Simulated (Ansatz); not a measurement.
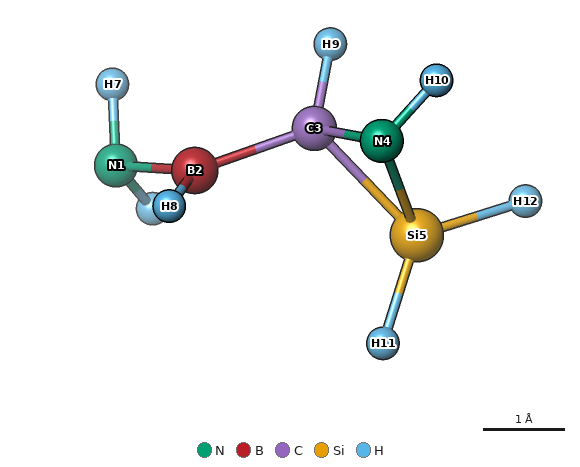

This is the input geometry for a relaxation of CH7BN2Si (coarse preliminary run). A ball-and-stick model, seen at a tilt.

The start comes from a force field.

These are results of Ansatz 0.2.0, RKS PBE-D4/def2-SVP, not measurements.

Input
```yaml
crystal:
  periodic: [false, false, false]
  atoms:
    - {symbol: N, position_ang: [-1.956100, -1.007500, 0.828900]}
    - {symbol: B, position_ang: [-0.532900, -1.052800, 0.456100]}
    - {symbol: C, position_ang: [0.319800, 0.271400, 0.356400]}
    - {symbol: N, position_ang: [1.770000, -0.011100, -0.038300]}
    - {symbol: Si, position_ang: [0.701600, 0.812000, -1.354800]}
    - {symbol: H, position_ang: [-2.456300, -0.315900, 0.116100]}
    - {symbol: H, position_ang: [-2.041600, -0.487200, 1.750200]}
    - {symbol: H, position_ang: [-0.007200, -2.088600, 0.229000]}
    - {symbol: H, position_ang: [0.290300, 1.054600, 1.214300]}
    - {symbol: H, position_ang: [2.330100, 0.709500, 0.390300]}
    - {symbol: H, position_ang: [0.428100, -0.132400, -2.406200]}
    - {symbol: H, position_ang: [1.231200, 2.192800, -1.508000]}
basis:
  gaussian: {orbitals: def2-SVP}
hamiltonian: {xc: pbe, dispersion: d4}
relax: {f_tol: 0.03, max_steps: 200}
```

Run as
```bash
ansatz run in.yaml --threads 4 --pin off --events-out ev --progress --plain --max-ram 10444MiB
```

### Where does the relaxation end?

After 14 accepted moves (15 points after the start) the energy has fallen by 42.2 kcal/mol. The largest force component goes from 2.2 to 0.024 eV/Å. The line search rejected the trial step at point 10 of the run. H6 moves most after the best rigid fit: 1.47 Å. By element the largest moves are H 1.47 Å, Si 0.28 Å, N 0.28 Å, B 0.19 Å, C 0.06 Å. Some distances before and after: N4–Si5 1.885 → 1.761 Å, N1–H6 1.112 → 1.019 Å, N1–B2 1.472 → 1.406 Å, Si5–H11 1.439 → 1.493 Å. Among the angles between lasting bonds that change: B2–N1–H6 107.0° → 122.8°, B2–N1–H7 108.2° → 123.8°, N4–Si5–H12 106.0° → 120.4°. Groups turn about B2–C3 by about 20°. Cost: 18 s on 4 threads of Arm Neoverse V2 (shared host).

Step by step:

```tsv
step	E − E(0), kcal/mol	largest force component, eV/Å	note
0	0.00	2.1984	
1	-11.93	1.4171	
2	-16.04	0.7487	
3	-20.29	0.7195	
4	-24.88	1.2159	
5	-30.77	1.1634	
6	-35.76	0.6953	
7	-38.01	0.7861	
8	-40.01	0.4746	
9	-41.25	0.5021	
10	-41.07	0.7368	rejected
11	-41.88	0.0924	
12	-42.05	0.2138	
13	-42.11	0.2172	
14	-42.16	0.0552	
15	-42.17	0.0239
```

The structure at the end:

```xyz
12

N    -1.9059   -0.7771    0.9748
B    -0.6348   -0.9097    0.3885
C     0.3837    0.2683    0.3636
N     1.8108   -0.0155   -0.0311
Si    0.9792    0.8185   -1.3406
H    -2.6077   -1.5154    0.9440
H    -2.2246    0.0652    1.4563
H    -0.3614   -1.9658   -0.1576
H     0.2175    1.1359    1.0411
H     2.5031    0.4924    0.5330
H     0.7627    0.0532   -2.6043
H     1.1545    2.2948   -1.5336
```

The end point in the same view:

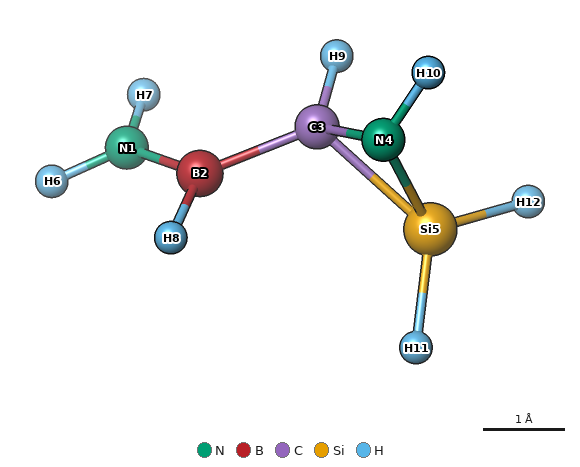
